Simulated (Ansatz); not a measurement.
One crystal and one scan (frozen-phonon scan) at two levels, PBE (plane waves to 420 eV, PAW, scalar-relativistic; Ansatz, an electronic-structure program) and r2SCAN (plane waves to 500 eV, PAW, scalar-relativistic; Ansatz), each from its own relaxed cell and on its own mesh. The cell shown is that of PBE.

BN (zinc blende)

```
BN
1.0
    0.00000     1.81236     1.81236
    1.81236     0.00000     1.81236
    1.81236     1.81236     0.00000
N B
1 1
Direct
  0.75000   0.75000   0.75000
  0.00000   0.00000   0.00000
```

A phonon eigenvector at Γ is frozen into this cell: atom i moves by Q times the vector below, so Q is the largest atomic displacement, in Å. The cell is held. It is one choice among 3 degenerate patterns.

| atom | x | y | z |
|---|---|---|---|
| N1 | 0.000 | 0.000 | -0.772 |
| B2 | 0.000 | 0.000 | 1.000 |

BN was relaxed with its symmetry unable to fall. Percentages come from the unrounded values.

```csv
quantity,PBE,r2SCAN,PBE − r2SCAN
Lattice constant a (Å),3.625,3.610,+0.015 (+0.4 %)
"Band gap of the relaxed cell, no spin-orbit coupling (eV)",4.46,5.00,-0.54 (-11 %)
Harmonic wavenumber from the curvature (finite differences) (cm⁻¹ (negative: imaginary)),1026,1044,-18 (-1.7 %)
```

PBE gives the higher value for: lattice constant a. PBE gives the lower value for: band gap of the relaxed cell, no spin-orbit coupling; harmonic wavenumber from the curvature. Both give the same shape of the curve: a single well with its minimum at or next to zero displacement. Neither level is exact: the differences show how much the result hangs on the functional.

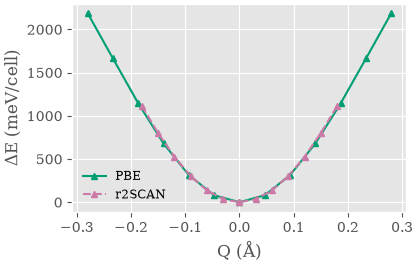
Fig. 1. ΔE, each from the undisplaced structure of its own level.

(For displaced atoms, the force is minus the slope of the energy, and its curvature is a force constant, which sets phonon frequencies.)
